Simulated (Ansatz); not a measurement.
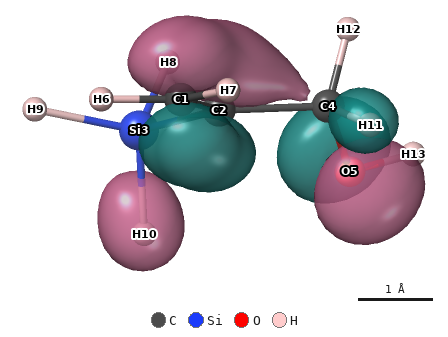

The picture shows: C3H8OSi (SMILES C=C([SiH3])CO). The HOMO−1 at ±0.15 Å⁻³ᐟ² (teal and pink are the two phases), seen from one side.

Level of theory: RKS r2SCAN/def2-SVP (Ansatz).

The calculation's input:

```
crystal:
  periodic: [false, false, false]
  atoms:
    - { symbol: C, position_ang: [-0.5374, 1.4109, 0.2675] }
    - { symbol: C, position_ang: [-0.1284, 0.1948, 0.1143] }
    - { symbol: Si, position_ang: [0.8748, -0.6237, 1.4306] }
    - { symbol: C, position_ang: [-0.3086, -0.6806, -1.0795] }
    - { symbol: O, position_ang: [0.97123, -1.14267, -1.59688] }
    - { symbol: H, position_ang: [-0.382, 2.0738, 1.1366] }
    - { symbol: H, position_ang: [-1.1852, 1.9228, -0.4976] }
    - { symbol: H, position_ang: [0.3219, -1.8997, 1.8159] }
    - { symbol: H, position_ang: [1.0079, 0.2734, 2.6779] }
    - { symbol: H, position_ang: [2.2689, -0.8798, 0.9304] }
    - { symbol: H, position_ang: [-0.71652, -0.01159, -1.93817] }
    - { symbol: H, position_ang: [-0.93769, -1.50098, -0.93906] }
    - { symbol: H, position_ang: [1.38342, -1.64879, -0.88476] }
basis:
  gaussian: { orbitals: def2-SVP }
hamiltonian:
  xc: r2scan
relax:
  f_tol: 0.015
  max_steps: 40
output:
  orbitals: {}
```

Launched as:

```sh
ansatz run input.yaml --threads 2 --pin off --max-ram 3072MiB --backend cpu --events-out ev --progress --plain --runs-dir out
```

The fields are those of the run's last geometry, not of the input's.

**Where does this orbital lie, and at what energy?**

Its weight (Hirshfeld) is mainly on O5 (about 35 %), C2 (about 15 %), C1 (about 15 %), Si3 (about 5 %) and C4 (about 5 %). Its energy is −7.08 eV.
